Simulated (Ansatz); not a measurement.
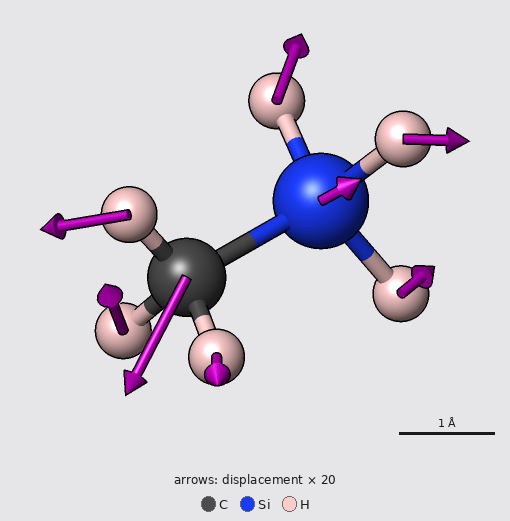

A relaxation of CH₆Si (coarse preliminary run). The starting structure is drawn; purple arrows show the displacements, magnified 20 times. The two geometries are superimposed by the best rigid fit.

Style: ball-and-stick. Shown from a free direction.

The start comes from a force field.

Level of theory: RKS PBE-D4/def2-SVP (Ansatz).

Input file:
```yaml
crystal:
  periodic: [false, false, false]
  atoms:
    - {symbol: C, position_ang: [-0.140100, 0.189200, -0.911200]}
    - {symbol: Si, position_ang: [0.152600, -0.226800, 0.829100]}
    - {symbol: H, position_ang: [-1.283200, 0.119800, -1.174600]}
    - {symbol: H, position_ang: [0.452000, -0.385400, -1.619100]}
    - {symbol: H, position_ang: [0.086900, 1.267900, -1.138800]}
    - {symbol: H, position_ang: [-0.621200, 0.657600, 1.751300]}
    - {symbol: H, position_ang: [1.627700, -0.057900, 1.136000]}
    - {symbol: H, position_ang: [-0.182700, -1.621400, 1.071400]}
basis:
  gaussian: {orbitals: def2-SVP}
hamiltonian: {xc: pbe, dispersion: d4}
relax: {f_tol: 0.03, max_steps: 200}
```

Run as
```bash
ansatz run in.yaml --threads 4 --pin off --events-out ev --progress --plain --max-ram 10444MiB
```

> What happened in the run?

The energy falls by 0.184 eV in 3 geometry steps. Largest force component: 2.3 eV/Å at the start, 0.0053 eV/Å at the end. The largest move after the best rigid fit is that of C1, 0.072 Å. Largest moves by element: C 0.072 Å, H 0.055 Å, Si 0.028 Å. Some distances before and after: C1–Si2 1.813 → 1.891 Å, C1–H3 1.175 → 1.108 Å, Si2–H8 1.455 → 1.506 Å, C1–H4 1.087 → 1.108 Å. Bond angles that change, for instance: H3–C1–H5 102.0° → 108.0°, Si2–C1–H4 114.6° → 110.9°, H4–C1–H5 105.4° → 108.0°.
